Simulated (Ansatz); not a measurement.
## Hypothetical CsCl type InP: pressure series

Take InP in the CsCl type structure (space group Pm-3m, No. 221; a = 3.388 Å; a hypothetical phase, not in the database extracts checked) as the base.

Cell and atoms are relaxed at each pressure.

Computed with PBEsol/PAW in Ansatz (an electronic-structure program), no spin-orbit coupling.

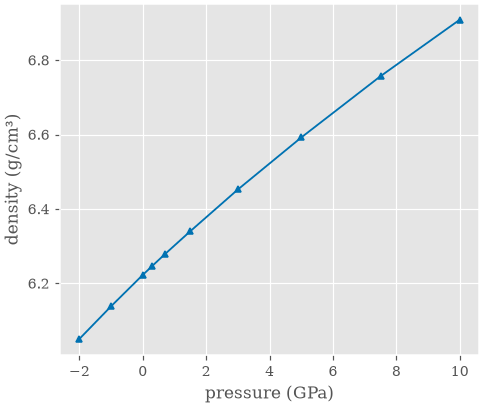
*Density against pressure*

Task: From the plot, what is the density for pressure −1 GPa?

Result: About 6.14 g/cm³.

Task: Is the trend monotonic over the range shown?

Result: Yes, it rises throughout, spanning 6.05 g/cm³ to 6.91 g/cm³.

Load acts through the strain it causes; cell and atoms are relaxed under it. Whether these cells are dynamically stable was not tested. No other phases were tried under pressure. All final runs are without spin polarisation.
